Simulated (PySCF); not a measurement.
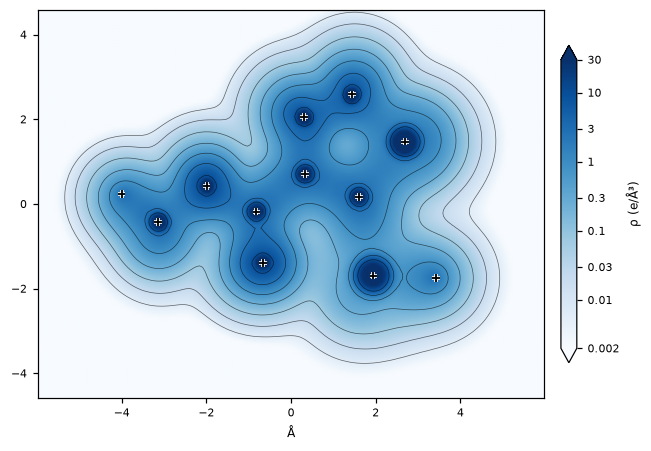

The total electron density on a plane through atoms (crosses mark nuclei in the plane).

Computed with PySCF, PBE0/pcSseg-1, SCF density, gas phase, non-relativistic.

Candidates:
A. C7H13N3 (SMILES CCC(C)(C)n1nccn1)
B. C8H13FP (charge +1)
C. C4H6N2O2SSi (SMILES COC(=O)c1nnsc1[SiH3])

Question: Which system is this?

Answer: Candidate C: C4H6N2O2SSi on the plane of atoms N7, S8 and C9, which holds C, O, N, S, Si and H. C–O (1.22 Å): ρ at the midpoint is about 3.2 e/Å³. N–N (1.25 Å): the density is about 3.1 e/Å³ at the midpoint.
